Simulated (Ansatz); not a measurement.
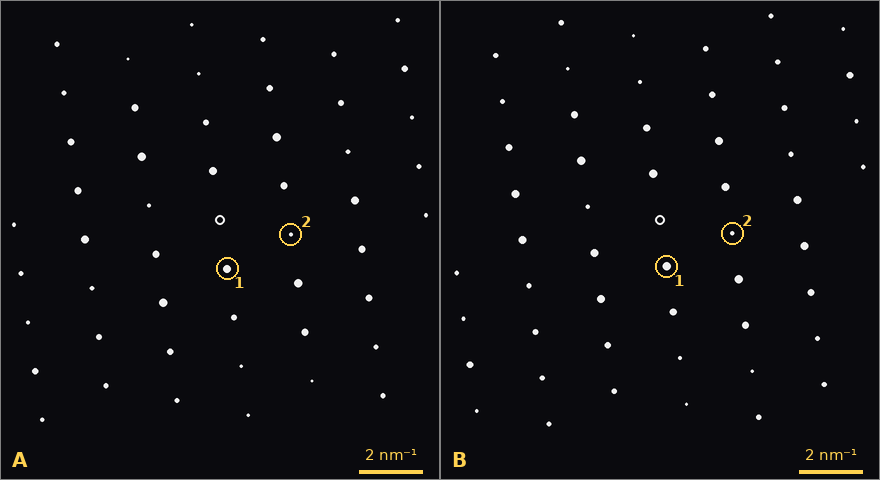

Kinematic electron diffraction patterns (120 kV, B = 0.5 Å², same scale) along [011] of the run's own cell, for the start and the end of one relaxation of Si2Br with DFT PBE, scalar-relativistic, plane waves, PAW (Ansatz). k mesh 6×6×6. The start is a generated model structure, and the relaxation ends in the nearest stationary point of its symmetry, not necessarily the ground state. Spot 1 is -1 0 0 and spot 2 is 0 -1 1 in both.

Start structure:

```
Si Br
1.0
     7.27339    0.00000    0.00000
    -3.63670    6.29894    0.00000
     0.00000    0.00000    5.84063
Si Br
6 3
Cartesian
  0.2444 1.3054 1.8330
  2.3840 5.8579 3.7799
  -2.6284 5.4346 5.7268
  1.0083 0.8643 4.0076
  3.8811 4.9936 2.0607
  6.0207 0.4410 0.1138
  4.2379 0.0000 1.9469
  -2.1190 3.6702 3.8938
  1.5177 2.6288 0.0000
```

Question: Which pattern belongs to the start structure, and which to the relaxed one?

Answer: A is the start: its cell gives d(1) = 6.299 Å, d(2) = 4.283 Å and an angle of 70.1°. B is the relaxed structure, with d(1) = 6.671 Å (+5.9 %), d(2) = 4.233 Å (-1.2 %) and 71.5°.

Question: Name reflections whose intensity changes strongly on relaxation.

Answer: 2 0 0 goes from 27 to 49 % of the strongest spot.

Question: Summarise the relaxation behind the change.

Answer: The volume changed by +5.2 % to 31.27 Å³ an atom; with the mean shift removed, the atoms moved by up to 0.15 Å relative to the cell (Si most); the space group stayed P3_121 (No. 152); the free energy fell by 18 meV an atom. Relaxed cell: a = 7.703 Å, b = 7.703 Å, c = 5.476 Å, α = 90.00°, β = 90.00°, γ = 120.00°.
